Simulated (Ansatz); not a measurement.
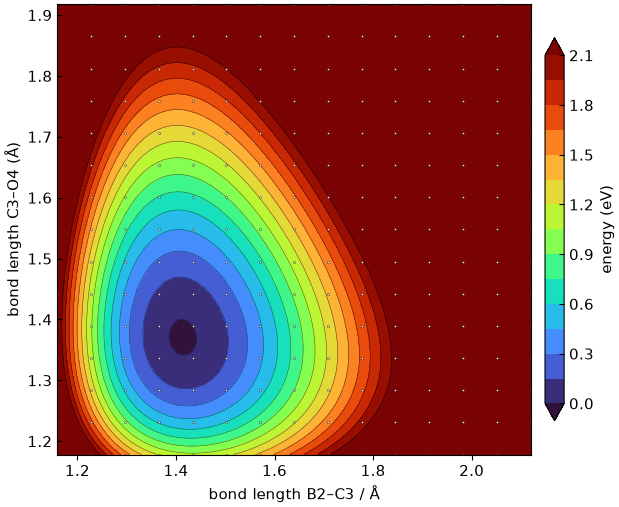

CH2BLiO, SMILES [Li][B]=CO. Coordinates scanned: (1) bond length B2–C3; (2) bond length C3–O4. Nothing is relaxed (all other coordinates rigid). Grid: 15 × 15 points. Energies: eV, counted from the lowest grid point. The reference is spin-restricted, which grows unreliable where a bond is stretched far. Method: RHF/def2-TZVP (Ansatz).

The picture shows filled contours, dots at the grid points, one colour for all values above the top of the scale. Between grid points the surface is interpolated.

Estimate the position of the minimum and the force constants in these coordinates.

The interpolated minimum is at bond length B2–C3 ≈ 1.413 Å, bond length C3–O4 ≈ 1.370 Å. The curvatures there are about 46 eV/Å² and 41 eV/Å², with a cross term of about 3 eV/Å². Round the minimum the two coordinates are weakly coupled (coupling 0.07 in units of the two stiffnesses).
